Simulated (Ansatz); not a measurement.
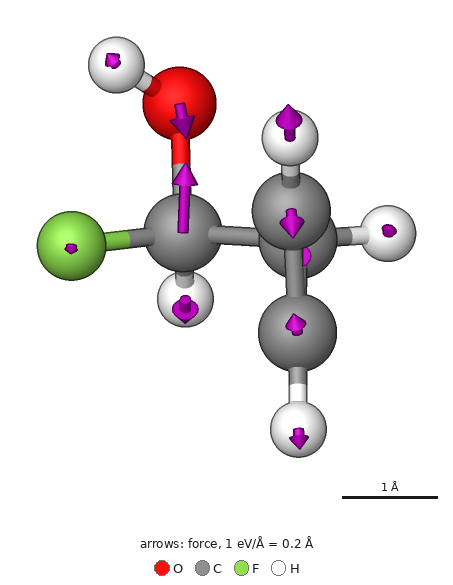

Starting geometry of C₄H₅FO (coarse preliminary run) with the computed forces as purple arrows. Style: ball-and-stick. Shown from a free direction.

The start comes from a force field.

Theory: Ansatz, RKS PBE-D4/def2-SVP.

Input
```yaml
crystal:
  periodic: [false, false, false]
  atoms:
    - {symbol: O, position_ang: [1.173000, -1.598800, 0.698700]}
    - {symbol: C, position_ang: [-0.144000, -0.971200, 0.461700]}
    - {symbol: F, position_ang: [-0.594200, -1.480800, -0.734700]}
    - {symbol: C, position_ang: [0.075100, 0.520100, 0.390900]}
    - {symbol: C, position_ang: [0.316600, 1.191500, -0.840400]}
    - {symbol: C, position_ang: [-0.898700, 1.341700, -0.367600]}
    - {symbol: H, position_ang: [1.383200, -1.893800, -0.189500]}
    - {symbol: H, position_ang: [-0.794400, -1.261100, 1.243600]}
    - {symbol: H, position_ang: [0.392400, 0.947800, 1.353900]}
    - {symbol: H, position_ang: [1.041700, 1.420100, -1.542700]}
    - {symbol: H, position_ang: [-1.885400, 1.727500, -0.453300]}
basis:
  gaussian: {orbitals: def2-SVP}
hamiltonian: {xc: pbe, dispersion: d4}
relax: {f_tol: 0.03, max_steps: 200}
```

Launched with:
```bash
ansatz run in.yaml --threads 4 --pin off --events-out ev --progress --plain --max-ram 10444MiB
```

**Is this structure relaxed? If not, where do the atoms go?**

It isn't relaxed: the largest force vector, on C2, is 3.80 eV/Å. The final displacements have little in common with the starting forces (cosine between the two patterns 0.13). The largest move after the best rigid fit is that of H7, 0.66 Å. By element the largest moves are H 0.66 Å, O 0.24 Å, F 0.19 Å, C 0.10 Å. Near-neighbour distances that change, for instance: O1–C2 1.478 → 1.385 Å, C4–C5 1.423 → 1.514 Å, C5–H10 1.035 → 1.095 Å, C2–H8 1.058 → 1.114 Å. Among the angles between lasting bonds that change: C2–O1–H7 100.2° → 106.9°, O1–C2–C4 107.3° → 112.6°, C6–C4–H9 114.9° → 120.1°. Groups turn about O1–C2 by about 55°. After 8 geometry steps the energy has fallen by 60.5 kJ/mol. Largest force component: 3.7 eV/Å at the start, 0.018 eV/Å at the end.
